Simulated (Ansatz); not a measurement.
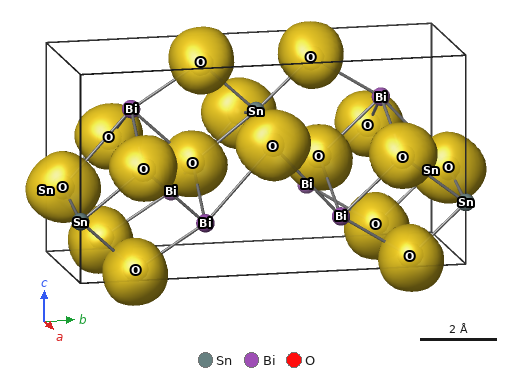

The picture shows: SnBi₂O₅. Isosurface of the ELF at 0.65 (yellow), seen slightly off an axis. Only the valence region is drawn (cores and ρ < 0.01 e/Å³ removed). Sticks mark near contacts.

Space group Pmmn; a generated structure, not necessarily the stable one; not relaxed (largest force 0.3 eV/Å); computed pressure about −5 GPa in this cell.

Computed with DFT r2SCAN, scalar-relativistic, plane waves, PAW (Ansatz).

**Where are the electrons localised?**

The ELF exceeds this value in ten regions wrapped around O (the valence shell of each), counted in one cell of 16 atoms. Regions shared between cells count once.

Values along the shortest contacts:
Sn–O (2.06 Å): the ELF peaks at about 0.80 in the valence shell of O, 0.6 Å from its nucleus, and is about 0.25 at the midpoint: no shared electron pair shows on this line. Bi–O (2.24 Å): the ELF peaks at about 0.80 in the valence shell of O, 0.6 Å from its nucleus, and drops to about 0.25 between the two atoms (no shared electron pair shows on this line).
